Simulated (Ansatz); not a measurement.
# BGaH6Si: small, medium and large basis sets

How large a basis does BGaH6Si need? Two functionals are run in growing sets.

Computed with Ansatz 0.2.0, Gaussian basis. Level: one geometry, several basis sets.

Levels to be run: PBE0-D4/def2-SVP; ωB97M-V/def2-SVP; PBE0-D4/def2-QZVPP; ωB97M-V/def2-QZVPP; the functionals' def2-TZVPP values are taken from earlier runs.

### 1 Structure used throughout

An earlier PBE0-D4 in a triple-zeta def2 set relaxation fixed the geometry.

SMILES `[BH2][GaH][SiH3]`, 9 atoms, charge 0, spin multiplicity 1.

Atoms are counted from 1 here; the program's logs count them from 0.

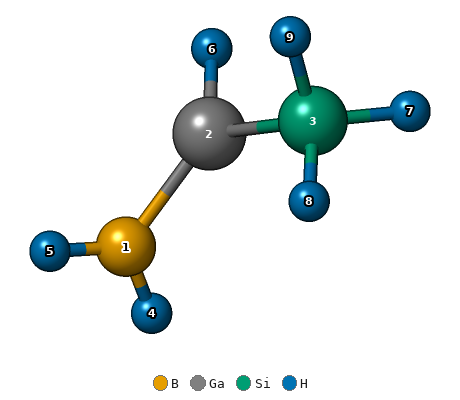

The structure; boron amber, gallium grey, silicon teal, hydrogen blue; atoms are numbered from 1 in the order of the file.

### 2 PBE0-D4 in def2-SVP

in.yaml

```yaml
crystal:
  periodic: [false, false, false]
  atoms:
    - {symbol: B, position_ang: [-1.485983, 0.688115, -1.467082]}
    - {symbol: Ga, position_ang: [0.336149, 0.689735, -0.510026]}
    - {symbol: Si, position_ang: [0.857484, -0.859011, 1.280882]}
    - {symbol: H, position_ang: [-1.697656, 0.002076, -2.426766]}
    - {symbol: H, position_ang: [-2.412773, 1.334946, -1.068201]}
    - {symbol: H, position_ang: [1.502505, 1.685860, -0.873936]}
    - {symbol: H, position_ang: [2.037135, -1.692396, 0.909265]}
    - {symbol: H, position_ang: [-0.259027, -1.785322, 1.617452]}
    - {symbol: H, position_ang: [1.210767, -0.110204, 2.521210]}
basis:
  gaussian: {orbitals: def2-SVP}
hamiltonian: {xc: pbe0, dispersion: d4}
output: {orbitals: {seedname: orbitals}}
```

Command:

```bash
$ ansatz run in.yaml --threads 2 --pin off --events-out ev --progress --plain --max-ram 4352MiB
```

After this run come: ωB97M-V in def2-SVP; PBE0-D4 in def2-QZVPP; ωB97M-V in def2-QZVPP.

Before running them: what should the planned runs give, taken together? Wanted: PBE0-D4: double and triple zeta above quadruple; ωB97M-V: double and triple zeta above quadruple.

As calculated:

```
                                       quantity           value
PBE0-D4: double and triple zeta above quadruple  11.77, 1.49 eV
ωB97M-V: double and triple zeta above quadruple  11.83, 1.45 eV
```

What this shows: For PBE0-D4 the step from double to triple zeta gains 10.28 eV and the next only 1.49 eV. Total energies overstate the basis error of differences, where much of it tends to cancel.
